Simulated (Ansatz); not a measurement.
**CH$_{3}$NSi (SMILES [CH2]N=[SiH-]) (charge −1, doublet): density, localisation and related maps**

Input

```
crystal:
  periodic: [false, false, false]
  atoms:
    - {symbol: C, position_ang: [-1.227569, -1.698396, 1.307171]}
    - {symbol: "N", position_ang: [-0.456991, -0.757819, 0.851941]}
    - {symbol: Si, position_ang: [0.289939, -0.612229, -0.775660]}
    - {symbol: H, position_ang: [-1.675040, -2.511322, 0.670352]}
    - {symbol: H, position_ang: [-1.478214, -1.767248, 2.392405]}
    - {symbol: H, position_ang: [0.465619, 0.946085, -0.735731]}
basis:
  gaussian:
    orbitals: def2-TZVPD
total_charge: -1
magnetization:
  spin_polarized: true
  initial_magnetization: 1
hamiltonian:
  xc: {name: PBE0}
output: {forces: true, orbitals: {seedname: orbitals}}
```

Launched as:

```sh
ansatz run input.yaml --threads 2 --pin off --max-ram 4350MiB --events-out events.jsonl --progress --plain --runs-dir runs
```

Geometry: BLYP-D3(BJ)/def2-SVPD; the highest occupied orbital lies above zero, a sign that basis and functional describe the outermost electron poorly.

Level of theory: isolated molecule in a Gaussian basis; Kohn-Sham density functional theory, functional PBE0 in Ansatz.

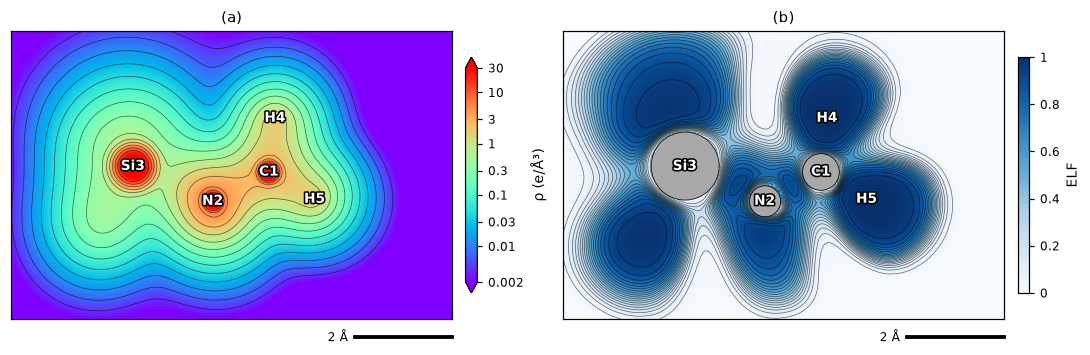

Figure 1. (a) electron density; (b) electron localisation function on the plane of atoms C1, N2 and Si3. Grey discs cover the atomic cores in the ELF map.

Describe what can be read from this map.

- The section cuts through C, N, Si and H sites.
- C–N (1.30 Å): ρ at the midpoint is about 2.7 e/Å³; the ELF peaks at about 0.90 between the atoms: a covalent bond.
- Si–N (1.80 Å): ρ is about 0.94 e/Å³ halfway; the ELF peaks at about 0.90 between the atoms: a polar covalent bond.
- C–H (1.12 Å): ρ at the midpoint is about 1.9 e/Å³; the ELF climbs to about 1 towards the hydrogen, as it does in any bond to H (an ordinary covalent bond to hydrogen).
- The ELF also peaks beside N2 and Si3, away from the bonds: non-bonding electrons, paired or unpaired.

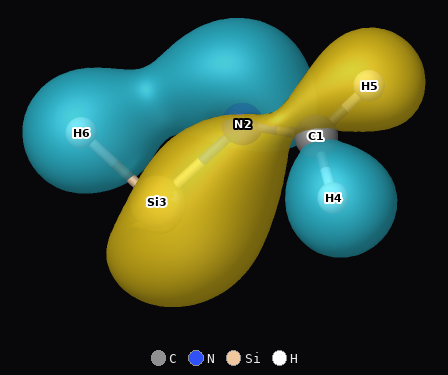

Figure 2. The HOMO−1 (β) at ±0.08 Å⁻³ᐟ² (yellow and cyan are the two phases), seen at a tilt.

Describe this orbital and give its energy.

Its weight (Hirshfeld) is mainly on N2 (about 45 %), Si3 (about 25 %), C1 (about 10 %), H6 (about 10 %) and H4 (about 5 %). Its energy is −2.34 eV.

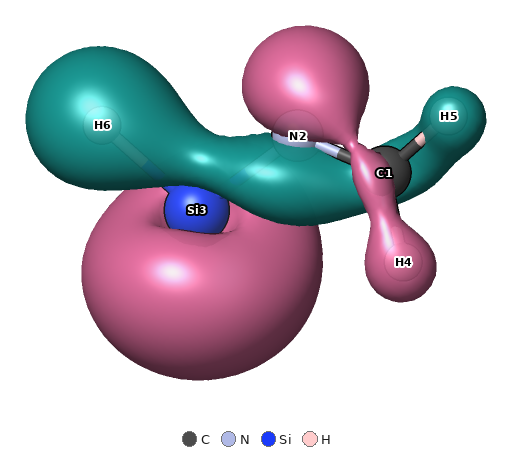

Figure 3. The HOMO (β) at ±0.1 Å⁻³ᐟ² (teal and pink are the two phases), seen at a tilt.

What is the character of this orbital?

By Hirshfeld shares it lies mainly on Si3 (about 60 %), N2 (about 20 %) and H6 (about 10 %). Its energy is −0.27 eV.
